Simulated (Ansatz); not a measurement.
# GaP (zinc blende), map of one atom of the cell

Relaxed GaP (zinc blende):

```xyz
2
Lattice="0.0000 2.7257 2.7257 2.7257 0.0000 2.7257 2.7257 2.7257 0.0000" Properties=species:S:1:pos:R:3 pbc="T T T"
P      4.0885     4.0885     4.0885
Ga     0.0000     0.0000     0.0000
```

In this cell atom 2 (Ga, nearest neighbour P at 2.361 Å; its periodic images, 3.9 Å or more away, move with it) is moved by u·(1.000, 0.000, 0.000) + v·(0.000, 1.000, 0.000); the rest is frozen.

All values below come from r2SCAN (plane waves to 500 eV, PAW, scalar-relativistic; Ansatz, a quantum-chemistry and plane-wave program). k mesh 8×8×8 (Γ-centred), Fermi-Dirac smearing 0.05 eV. E stands for the smeared free energy. As the smearing reaches across the gap at some points, energies and forces of such displacements shift with the k mesh and the smearing. GaP was relaxed with its symmetry unable to fall. The zero of ΔE is the undisplaced structure. Axes are in Å.

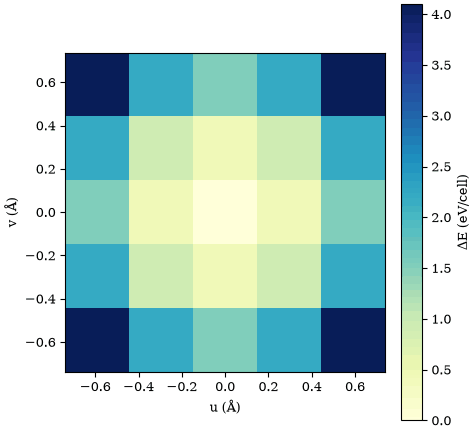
Figure: ΔE (eV/cell) over the 5×5 grid of computed points.

Highest place on the grid, met at several equal points: u = -0.590 Å, v = -0.590 Å; u = 0.590 Å, v = -0.590 Å; u = -0.590 Å, v = 0.590 Å; u = 0.590 Å, v = 0.590 Å (4101 meV/cell). Lowest place on the grid: u = 0.000 Å, v = 0.000 Å (0 meV/cell). Centre of the map: a minimum. Principal force constants in the plane (five-point differences of the forces): 10.1 eV/Å², isotropic.

(For displaced atoms, the force is minus the slope of the energy, and its curvature is a force constant, which sets phonon frequencies.)
